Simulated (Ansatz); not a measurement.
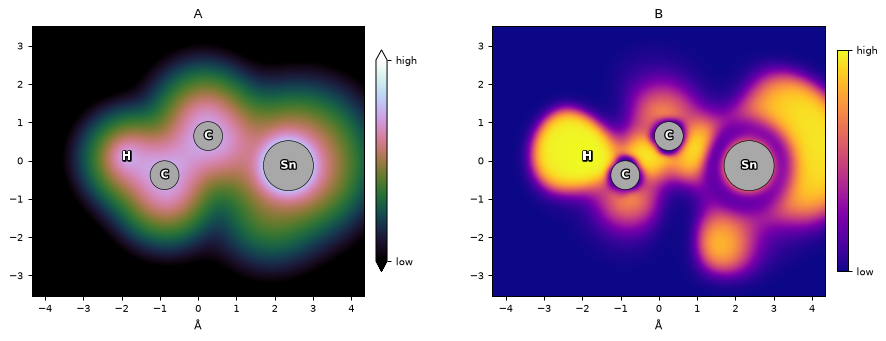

C$_{2}$H$_{6}$Sn: 2 fields on the plane of atoms C2, C1 and H8, with unlabelled colour scales. Grey discs cover the atomic cores.

Geometry: PBE-D3(BJ)/def2-SVP; core potentials replace the inner electrons of Sn.

These are results of isolated molecule in a Gaussian basis; Kohn-Sham density functional theory, functional PBE0 (Ansatz 0.2.0), not measurements.

> The panels show electron density and electron localisation function in some order. Assign them.

Panel A: electron density. Panel B: electron localisation function. From the grid: C–C (1.53 Å): ρ is about 1.6 e/Å³ halfway; the ELF peaks at about 0.95 between the atoms; localised, covalent bonding. C–Sn (2.24 Å): the density is about 0.62 e/Å³ at the midpoint; the ELF peaks at about 0.90 in the valence shell of C, 0.8 Å from its nucleus, and drops to about 0.20 between the two atoms.
